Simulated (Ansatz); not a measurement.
**Ag(111) film, 1 layer, flat: channels in plane against thickness**

How does quantum confinement change the conductance of Ag(111) film, 1 layer, flat and thicker films?

Calculated with Ansatz 0.2.0; Ansatz plane-wave DFT, PBE, PAW files; ballistic transport by layer matching (Landauer), zero bias.

**1. The structure**

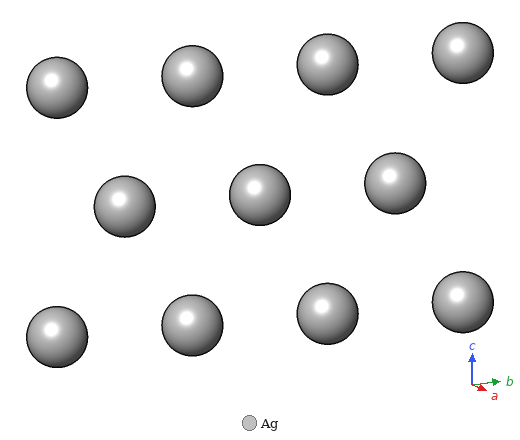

The starting structure, seen from the side, with the c axis up (silver light grey). 1×3×1 cells are drawn. Some periodic images of atoms are drawn too.

The cell holds 2 atoms: 2 Ag. Cell: a = 11.000 Å, b = 2.889 Å, c = 5.005 Å, α = 90.0°, β = 90.0°, γ = 90.0°. It derives from Ag. Vacuum lies along a. The structure's axis is c.

**2. With 1 layer**

Vacuum lies along the first vector, which takes one k-point, and the current runs in the film's plane. One period is a perfect wire, so its channels are the result. Energies from -0.27 to 0.27 eV in steps of 0.036 eV cover the slope of the Fermi function at 300 K, so the program can form a conductance.

Input file input.yaml:

```yaml
crystal:
  lattice:
    - [11.0, 0.0, 0.0]
    - [0.0, 2.8893797293, 0.0]
    - [0.0, 0.0, 5.0045524935]
  atoms:
    - { symbol: Ag, position: [0.4090909091, 0.0, 0.0] }
    - { symbol: Ag, position: [0.4090909091, 0.5, 0.5] }
kpoints:
  mp_grid: { grid: [1, 14, 8] }
hamiltonian:
  xc: pbe
scf:
  occupations: { method: fermi_dirac, width: 0.1 }
output:
  transmission:
    leads: [[0, 0]]
    kmesh: [1, 42]
    e_range: [-0.27, 0.27]
    de: 0.036
```

Launch:

```bash
$ ansatz run input.yaml --threads 4 --pin off --max-ram 8192MiB --backend cpu --events-out ev --progress --plain --runs-dir out
```

Numbers of over 12 decimals in the logs are rounded to 6 here.

The log of the run:

```text
Engine: ansatz 0.2.0, x86_64-unknown-linux-gnu
Pseudopotentials: kind: paw
Pseudopotential: Ag, paw, valence charge 19, recommended cutoff 420 eV (normal), Ag.paw.azcp
Functional definition: PBE
  parameter kappa = 0.804
  parameter beta = 0.066725
  exchange = pbe_x(kappa = kappa, mu = beta*pi^2/3)
  correlation = pbe_c(beta = beta)
Crystal: 2 atoms, lattice volume = 159.061 Å³
Basis set: ecut = 420 eV, 3121 PW (Γ)
Bands: 23, of which v1, the nominal top of the filled ones, is band 19 counted from 1 (18 counted from 0)
Symmetry: 16 space group operations
Space group: P6/mmm (ITA 191), of the structure as read, at distance tolerance 5.4e-5 Å
k-points: 40 of 112
Non-local potential: Ag, projectors of the file, l = 0: 3, l = 1: 2, l = 2: 2, l = 3: 1
PAW form: soft (Blöchl's): semilocal exchange-correlation on the pseudo side does not see the compensation charge
PAW one-centre angular grid: Ag, 590 points (default); XC on 64 Gauss nodes
Initial density: superposition of atomic densities (neutral atoms: chi_scale 0, normalization atom), corrected by the library's trained network
Initial wavefunctions: pseudopotential atomic-orbital guess
Functional: x = pbe(κ = 0.804, μ = 0.219515), c = pbe(β = 0.066725)
SCF iter   1: F=—  HF=-15180.073298 eV  |F-HF|=—  |Δ(HF+E_count)|=         —  Δρ=9.72e-4  dr2=5.14e-3  ethr=1.77e-3  ⟨swp⟩=5.9  Hψ=3924  notcnv=0
preconditioner: auto → LDOS  [metal: Δε(μ)=0.062 eV  Ē_g=7.637 eV  σ=0.100 eV  W_gap=0.15  n_scr=20 (ndim 8)  ℏωp=13.8 eV  f_vac=0.657  D(μ)=0.60/eV (n_scr^D=2)  β→1.0]
SCF iter   2: F=—  HF=-15180.071537 eV  |F-HF|=—  |Δ(HF+E_count)|=   1.76e-3  Δρ=5.38e-4  dr2=5.58e-4  ethr=1.35e-5  ⟨swp⟩=2.2  Hψ=1918  notcnv=0
SCF iter   3: F=—  HF=-15180.071680 eV  |F-HF|=—  |Δ(HF+E_count)|=   1.43e-4  Δρ=8.15e-4  dr2=8.74e-4  ethr=1.47e-6  ⟨swp⟩=2.0  Hψ=1658  notcnv=0
SCF iter   4: F=—  HF=-15180.071430 eV  |F-HF|=—  |Δ(HF+E_count)|=   2.50e-4  Δρ=7.60e-5  dr2=1.14e-5  ethr=1.47e-6  ⟨swp⟩=2.0  Hψ=1541  notcnv=0
SCF iter   5: F=—  HF=-15180.071435 eV  |F-HF|=—  |Δ(HF+E_count)|=   4.81e-6  Δρ=8.33e-6  dr2=1.06e-7  ethr=2.99e-8  ⟨swp⟩=2.0  Hψ=1347  notcnv=0
SCF iter   6: F=-15180.071435 eV  HF=-15180.071435 eV  |F-HF|=3.75e-10  |Δ(HF+E_count)|=   9.34e-8  Δρ=1.03e-6  dr2=1.19e-9  ethr=2.63e-10  ⟨swp⟩=5.5  Hψ=2794  notcnv=0
SCF 1 converged in 6 iterations: F = -15180.071435 eV  dr2 = 1.19e-9
  greatest PAW one-centre occupation: 1.000 electrons in one spin orbital (limit 2), on the Ag atom at site 1 (counted from 0), in its partial waves of l = 0
transmission: 21 of 154 steps passed
transmission: 35 of 154 steps passed
[...]
transmission: 154 of 154 steps passed
SCF converged after 6 iterations
Free energy (F): -15180.071435 eV
Harris-Foulkes:  -15180.071435 eV  (|F-HF|=3.75e-10)
Internal energy: -15180.052176 eV  (E = F + TS)
E sigma→0 (E₀):  -15180.061805 eV
Entropy (-TS):   -0.019259 eV (-9.630 meV/atom)
Fermi energy:    0.089087 eV
--- Per-component energies (eV) ---
  E_band       = -1094.746761
  E_kinetic    = 1053.793366
  E_local      = -16830.628648  (includes V_loc(G=0)·N_el)
  E_nonlocal   = 161.509787
  E_hartree    = 7906.673518
  E_xc         = -367.026974
  E_vxc        = -465.841095  (∫ρ·V_xc dr)
  E_paw        = -7806.120551  (= ΣΔE_a)
  E_vpaw       = -826.923742  (= ΣTr[D̂ρ^β])
  E_aug_tail   = 0.000638  (compensation charges beyond the density's cutoff)
  E_ewald      = 701.746690
  E_smearing   = -0.019259  (= −TS)
  E_closure    = -0.000000  (closes the sum)
  Σ components = -15180.071435   (vs F -15180.071435, Δ=0.00e0)
--- Band table (eV; the first three rows and the last of 40) ---
  k-point 0: bands = [... 15 lower, -2.9364, -2.7249, -2.7217, -2.1633, 1.2522, 2.0767, 4.1948, 4.5860]
  k-point 1: bands = [... 15 lower, -2.9480, -2.8064, -2.7357, -2.2379, 1.2197, 1.4058, 4.2852, 5.6267]
  k-point 2: bands = [... 15 lower, -2.9618, -2.8143, -2.7663, -2.4443, -0.0946, 1.8336, 4.5569, 5.2757]
  k-point 39: bands = [... 15 lower, -2.9373, -2.1642, -2.1642, 2.0744, 2.0744, 4.5855, 4.5855, 7.0277]
--- Transmission ---
  basis      : 273 plane waves across, 7 finite elements along
  points     : 22, standing for a mesh of 1 x 42
  filling    : by the input's occupations and mesh, since the crystals that have channels conduct as metals do. If one of these is a semiconductor, that mesh has misplaced its level
  energies   : 16 from -0.270000 to 0.270000 eV about the Fermi level, 0.036000 eV apart; the leads are filled to 0.000000 eV, and channels, transmission and decay are at 0.018000 eV
  crystal 0  : Ag2, at the sites [0, 0], period 5.0046 Å: whole cells are its period
    offset         : up to 0.0000 Å between an atom of the period and one for which it stands
    filled         : 60.2 meV over the level at which it is neutral
    channels       : 8.333333e-1 a spin
    conductance    : 2.0321e14 S/m² at 300 K; may be off by some 0.0 % by where its bands' edges are placed, 9.8 % from the k-mesh, 0.0 % from the distance to neutral
    slowest decay  : 0.4298 /Å at (0.0000, 0.4286)
```

The job ended after 62 s (4 threads of Intel Xeon 6975P-C (Granite Rapids), shared host; peak memory 1 GiB; 3.9 min of CPU time).

The column dr2 measures how far the density is from self-consistency, as an energy; F and HF (Harris–Foulkes) agree once it is small.

This step gave:

* free energy: -15180.0714 eV
* energy at zero smearing: -15180.0618 eV
* Fermi energy: 0.08909 eV
* cell area: 31.78 Å²
* open channels per spin nearest the Fermi level: 0.8333
* estimated errors of the lead's conductance: 0, 9.8, 0 % (band edges, k-mesh, distance from neutral)
* lead conductance per cell: 0.8336 G₀

Per spin. The open channels, zone mean, lead by energy, zero at the Fermi level:

| energy (eV) | open channels, zone mean, lead |
| --- | --- |
| -0.270 | 0.833 |
| -0.234 | 0.833 |
| -0.198 | 0.833 |
| -0.162 | 0.833 |
| -0.126 | 0.833 |
| -0.090 | 0.833 |
| -0.054 | 0.833 |
| -0.018 | 0.833 |
| 0.018 | 0.833 |
| 0.054 | 0.833 |
| 0.090 | 0.833 |
| 0.126 | 0.833 |
| 0.162 | 0.881 |
| 0.198 | 0.881 |
| 0.234 | 0.881 |
| 0.270 | 0.881 |

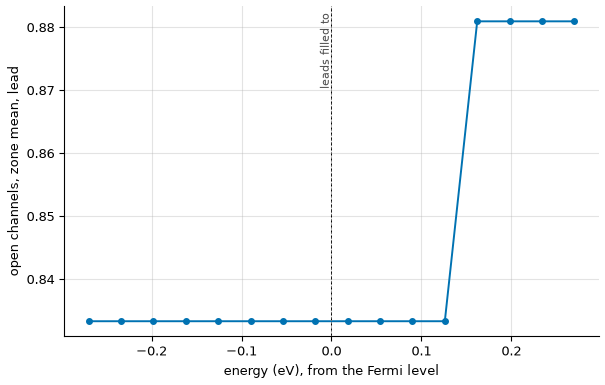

Open channels, zone mean, lead against energy.

The program's largest error estimate for it is 9.8 %, from the k-mesh.

**3. With 2 layers, thickness 4.718 A**

The film grows to 2 layers.

System of this step: Ag(111) film, 2 layers, flat. The cell holds 4 atoms: 4 Ag. Its edges and angles: a = 13.359 Å, b = 2.889 Å, c = 5.005 Å, α = 90.0°, β = 90.0°, γ = 90.0°. It derives from Ag. Vacuum lies along a. The structure's axis is c.

input.yaml, the sections that differ from step 2:

```yaml
crystal:
  lattice:
    - [13.35916867, 0.0, 0.0]
    - [0.0, 2.8893797293, 0.0]
    - [0.0, 0.0, 5.0045524935]
  atoms:
    - { symbol: Ag, position: [0.3368473077, 0.0, 0.0] }
    - { symbol: Ag, position: [0.3368473077, 0.5, 0.5] }
    - { symbol: Ag, position: [0.5134427777, 0.0, 0.3333333333] }
    - { symbol: Ag, position: [0.5134427777, 0.5, 0.8333333333] }
# kpoints, hamiltonian, scf, output: as in step 2
```

The log of the run:

```text
[...]
Crystal: 4 atoms, lattice volume = 193.174 Å³
Basis set: ecut = 420 eV, 3793 PW (Γ)
Bands: 46, of which v1, the nominal top of the filled ones, is band 38 counted from 1 (37 counted from 0)
Symmetry: 8 space group operations
[...]
k-points: 40 of 112
[...]
--- Transmission ---
  basis      : 333 plane waves across, 7 finite elements along
  points     : 22, standing for a mesh of 1 x 42
[...]
crystal 0  : Ag4, at the sites [0, 0], period 5.0046 Å: whole cells are its period
[...]
filled         : 66.1 meV over the level at which it is neutral
    channels       : 1.666667e0 a spin
[...]
slowest decay  : 0.4312 /Å at (0.0000, 0.5000)
[key lines of the parts left out:]
SCF converged after 6 iterations
Free energy (F): -30360.901233 eV
Fermi energy:    3.248273 eV
```

Elapsed: 1.9 min, on 4 threads; peak memory 1.5 GiB.

Numbers from this step:

* free energy: -30360.9012 eV
* energy at zero smearing: -30360.8808 eV
* Fermi energy: 3.248 eV
* cell area: 38.60 Å²
* open channels per spin nearest the Fermi level: 1.667
* estimated errors of the lead's conductance: 0, 8.6, 0.3 % (band edges, k-mesh, distance from neutral)
* lead conductance per cell: 1.666 G₀

Per spin. The open channels, zone mean, lead by energy, zero at the Fermi level:

| energy (eV) | open channels, zone mean, lead |
| --- | --- |
| -0.270 | 1.57 |
| -0.234 | 1.62 |
| -0.198 | 1.62 |
| -0.162 | 1.62 |
| -0.126 | 1.62 |
| -0.090 | 1.67 |
| -0.054 | 1.67 |
| -0.018 | 1.67 |
| 0.018 | 1.67 |
| 0.054 | 1.67 |
| 0.090 | 1.67 |
| 0.126 | 1.67 |
| 0.162 | 1.67 |
| 0.198 | 1.71 |
| 0.234 | 1.71 |
| 0.270 | 1.76 |

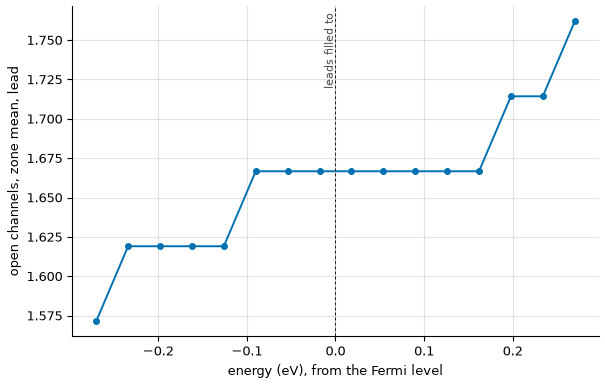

Open channels, zone mean, lead, plotted against energy.

The lead conductance per cell is 1.67 G₀, 2.0 times the 0.834 G₀ of the last finished run.

**4. With 3 layers, thickness 7.078 A**

The film grows to 3 layers.

System of this step: Ag(111) film, 3 layers, flat. The cell holds 6 atoms: 6 Ag. Cell: a = 15.718 Å, b = 2.889 Å, c = 5.005 Å, α = 90.0°, β = 90.0°, γ = 90.0°. It derives from Ag. Vacuum lies along a. The structure's axis is c.

input.yaml, the sections that differ from step 3:

```yaml
crystal:
  lattice:
    - [15.7183373399, 0.0, 0.0]
    - [0.0, 2.8893797293, 0.0]
    - [0.0, 0.0, 5.0045524935]
  atoms:
    - { symbol: Ag, position: [0.2862898221, 0.0, 0.0] }
    - { symbol: Ag, position: [0.2862898221, 0.5, 0.5] }
    - { symbol: Ag, position: [0.4363800395, 0.0, 0.3333333333] }
    - { symbol: Ag, position: [0.4363800395, 0.5, 0.8333333333] }
    - { symbol: Ag, position: [0.586470257, 0.0, 0.6666666667] }
    - { symbol: Ag, position: [0.586470257, 0.5, 0.1666666667] }
# kpoints, hamiltonian, scf, output: as in step 3
```

The log of the run:

```text
[...]
Crystal: 6 atoms, lattice volume = 227.288 Å³
Basis set: ecut = 420 eV, 4465 PW (Γ)
Bands: 69, of which v1, the nominal top of the filled ones, is band 57 counted from 1 (56 counted from 0)
Symmetry: 8 space group operations
[...]
k-points: 40 of 112
[...]
k-point 39: bands = [... 53 lower, 2.7047, 5.7028, 5.7028, 6.6490, 6.6490, 7.0161, 7.0161, 9.5330, ... 8 higher]
--- Transmission ---
  basis      : 389 plane waves across, 7 finite elements along
  points     : 22, standing for a mesh of 1 x 42
[...]
crystal 0  : Ag6, at the sites [0, 0], period 5.0046 Å: whole cells are its period
[...]
filled         : 26.5 meV under the level at which it is neutral
    channels       : 2.404762e0 a spin
[...]
[key lines of the parts left out:]
SCF converged after 6 iterations
Free energy (F): -45541.961344 eV
Fermi energy:    5.363037 eV
```

Elapsed: 3.4 min, on 4 threads; peak memory 2 GiB.

Numbers from this step:

| Quantity | Value |
| --- | --- |
| free energy | -45541.9613 eV |
| energy at zero smearing | -45541.9292 eV |
| Fermi energy | 5.363 eV |
| cell area | 45.42 Å² |
| open channels per spin nearest the Fermi level | 2.405 |
| estimated errors of the lead's conductance | 0, 6.4, 0.3 % (band edges, k-mesh, distance from neutral) |
| lead conductance per cell | 2.409 G₀ |

Per spin. Open channels, zone mean, lead against energy, zero at the Fermi level:

| energy (eV) | open channels, zone mean, lead |
| --- | --- |
| -0.270 | 2.26 |
| -0.234 | 2.31 |
| -0.198 | 2.31 |
| -0.162 | 2.31 |
| -0.126 | 2.40 |
| -0.090 | 2.40 |
| -0.054 | 2.40 |
| -0.018 | 2.40 |
| 0.018 | 2.40 |
| 0.054 | 2.40 |
| 0.090 | 2.45 |
| 0.126 | 2.45 |
| 0.162 | 2.45 |
| 0.198 | 2.45 |
| 0.234 | 2.5 |
| 0.270 | 2.5 |

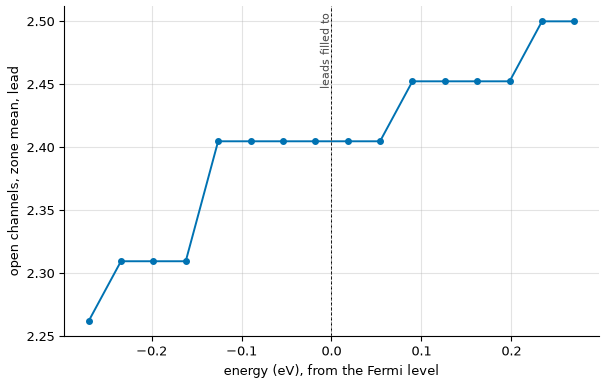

Open channels, zone mean, lead, plotted against energy.

The lead conductance per cell is 2.41 G₀, 45 % over the 1.67 G₀ of the last finished run.

**5. With 4 layers, thickness 9.437 A**

The film grows to 4 layers.

System of this step: Ag(111) film, 4 layers, flat. The cell holds 8 atoms: 8 Ag. Its edges and angles: a = 18.078 Å, b = 2.889 Å, c = 5.005 Å, α = 90.0°, β = 90.0°, γ = 90.0°. It derives from Ag. Vacuum lies along a. The structure's axis is c.

input.yaml, the sections that differ from step 4:

```yaml
crystal:
  lattice:
    - [18.0775060099, 0.0, 0.0]
    - [0.0, 2.8893797293, 0.0]
    - [0.0, 0.0, 5.0045524935]
  atoms:
    - { symbol: Ag, position: [0.2489281429, 0.0, 0.0] }
    - { symbol: Ag, position: [0.2489281429, 0.5, 0.5] }
    - { symbol: Ag, position: [0.3794311376, 0.0, 0.3333333333] }
    - { symbol: Ag, position: [0.3794311376, 0.5, 0.8333333333] }
    - { symbol: Ag, position: [0.5099341322, 0.0, 0.6666666667] }
    - { symbol: Ag, position: [0.5099341322, 0.5, 0.1666666667] }
    - { symbol: Ag, position: [0.6404371269, 0.0, 0.0] }
    - { symbol: Ag, position: [0.6404371269, 0.5, 0.5] }
# kpoints, hamiltonian, scf, output: as in step 4
```

The log of the run:

```text
[...]
Crystal: 8 atoms, lattice volume = 261.402 Å³
Basis set: ecut = 420 eV, 5121 PW (Γ)
Bands: 92, of which v1, the nominal top of the filled ones, is band 76 counted from 1 (75 counted from 0)
Symmetry: 8 space group operations
[...]
k-points: 40 of 112
[...]
k-point 39: bands = [... 72 lower, 7.0555, 7.0555, 7.8574, 7.8574, 8.3776, 8.3776, 8.5790, 8.5790, ... 12 higher]
--- Transmission ---
  basis      : 449 plane waves across, 7 finite elements along
  points     : 22, standing for a mesh of 1 x 42
[...]
crystal 0  : Ag8, at the sites [0, 0], period 5.0046 Å: whole cells are its period
[...]
filled         : 3.8 meV over the level at which it is neutral
    channels       : 3.190476e0 a spin
[...]
[key lines of the parts left out:]
SCF converged after 7 iterations
Free energy (F): -60723.072549 eV
Fermi energy:    6.987046 eV
```

It took 5.6 min on 4 threads; peak memory 2.7 GiB.

This step gave:

```
free energy                                    : -60723.0725 eV
energy at zero smearing                        : -60723.0345 eV
Fermi energy                                   : 6.987 eV
cell area                                      : 52.23 Å²
open channels per spin nearest the Fermi level : 3.190
estimated errors of the lead's conductance     : 0, 3.6, 0 % (band edges, k-mesh, distance from neutral)
lead conductance per cell                      : 3.178 G₀
```

Per spin. Table of open channels, zone mean, lead by energy, zero at the Fermi level:

| energy (eV) | open channels, zone mean, lead |
| --- | --- |
| -0.270 | 3.05 |
| -0.234 | 3.10 |
| -0.198 | 3.10 |
| -0.162 | 3.10 |
| -0.126 | 3.10 |
| -0.090 | 3.10 |
| -0.054 | 3.14 |
| -0.018 | 3.19 |
| 0.018 | 3.19 |
| 0.054 | 3.19 |
| 0.090 | 3.12 |
| 0.126 | 3.12 |
| 0.162 | 3.21 |
| 0.198 | 3.17 |
| 0.234 | 3.24 |
| 0.270 | 3.24 |

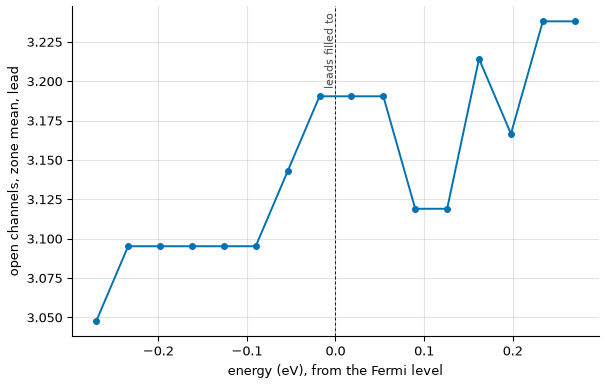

Open channels, zone mean, lead, plotted against energy.

The lead conductance per cell is 3.18 G₀, 32 % over the 2.41 G₀ of the last finished run.

[end of part 1 of 2]

[Logs are printed without paths, hosts, clocks, repeated set-up lines and the standing remarks that a program may print on its own settings, such as how far it seeks lower states.]

[Hosts, paths, dates, database ids (printed as entryN), source tags and the programs' standing remarks are cut or masked in the printed files.]
